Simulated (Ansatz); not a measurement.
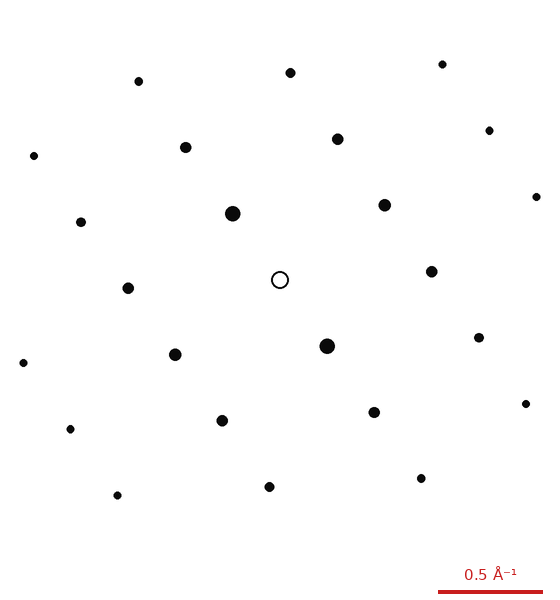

Computed electron diffraction pattern, 300 kV, single scattering only, B = 0.5 Å².

Phase: Hf, space group P6_3/mmc (No. 194), a = 3.225 Å, c = 5.106 Å (hexagonal axes). Structure: the input geometry of an electronic-structure calculation (not necessarily at equilibrium).

**Which low-index zone axis gives this pattern?**

The spots form a rectangular net whose two shortest vectors correspond to d = 2.55 Å and 1.61 Å, 90.0° apart. They index as 0 0 2 and 1 -2 0, so the zone axis is [210] (or an equivalent direction of <210>). The zone [212] gives nearly the same net, so geometry alone does not settle it; this pattern was computed for [210].

**Which reflections of this zone are missing, and why?**

A glide plane extinguishes reflections such as 1 -2 -1, 1 -2 1, 1 -2 -3; a screw axis and a glide plane both extinguish reflections such as 0 0 1, 0 0 3, 0 0 5.
